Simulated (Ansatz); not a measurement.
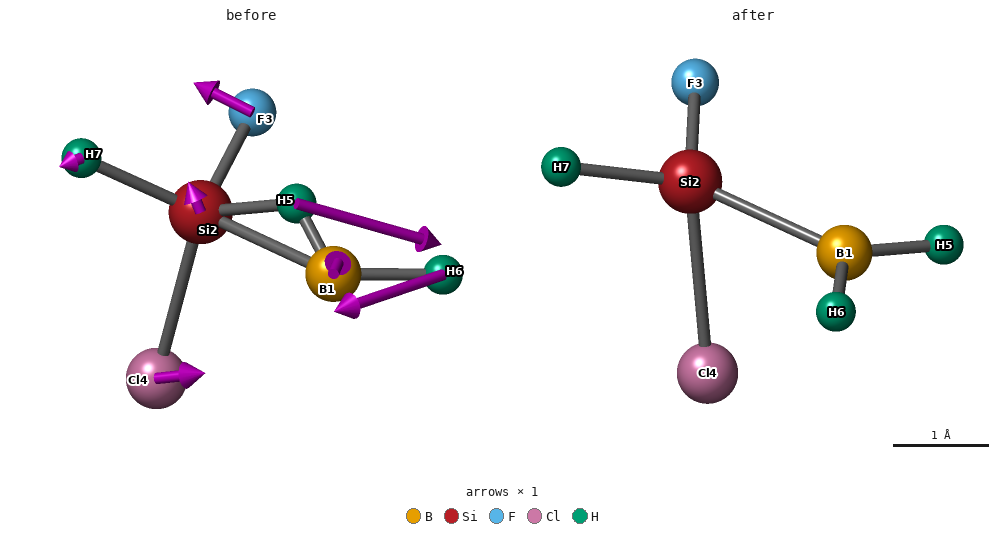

The structure of BSiH3ClF before (left) and after (right) a relaxation, at one scale. The purple arrows give the displacements, at their true length.

A ball-and-stick model, seen from a free direction.

It is one of the separated reactants of a reaction.

Theory: RKS PBE-D4/def2-SVP in Ansatz 0.2.0. Set-up: force threshold 0.03 eV/Å; at most 250 steps.

Q: Describe what moved and what it gained.

A: The largest move after the best rigid fit is that of H5, 1.77 Å. By element the largest moves are H 1.77 Å, F 0.71 Å, Cl 0.59 Å, B 0.50 Å, Si 0.35 Å. Among the contacts that change: Si2–H5 1.420 → 2.756 Å, B1–Cl4 3.121 → 2.451 Å, B1–H5 0.881 → 1.212 Å, Si2–Cl4 2.059 → 2.153 Å. Bonds break: Si2–H5 (1.42 → 2.76 Å). Among the angles between lasting bonds that change: Si2–B1–H5 38.6° → 119.1°, B1–Si2–Cl4 100.6° → 73.1°, H5–B1–H6 110.5° → 122.0°. The energy falls by 165.3 kcal/mol in 31 accepted moves (32 points after the start). Largest force component: 16 eV/Å at the start, 0.026 eV/Å at the end. The line search rejected the trial step at point 13 of the run. The forces were under the threshold at step 26, but the run went on from there.
